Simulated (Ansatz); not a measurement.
The end point of a relaxation of ZnO. All values below come from r2SCAN (plane waves to 500 eV, PAW, scalar-relativistic; Ansatz, a first-principles code).

P6₃/mmc (No. 194), hP4; a = b = 3.4168 Å, c = 4.4773 Å, α = β = 90.00°, γ = 120.00°.

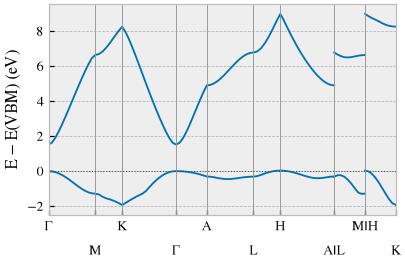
Fig. 1. Highest filled and lowest empty band along the path of this cell's Brillouin zone

### Question
Read off the gap and say whether it is direct.

### Answer
1.49 eV, indirect (valence top at H, conduction bottom at Γ) (no spin-orbit coupling).

### Question
How far does the top valence band disperse along this path?

### Answer
About 2.0 eV.

No spin polarisation in the result.

The run could not lose the symmetry of its start.

It was reached from a disturbed copy of a P6₃mc (No. 186) cell (wurtzite type), against which it lies +0.059 eV/atom.

The first start was generated by placing the elements on the sites of a structure type. Materials Project lists a structure of ZnO in the same space group, P6₃/mmc (No. 194); the sites were not compared with it, nor with measured phases. Known forms of ZnO include space group No. 186.
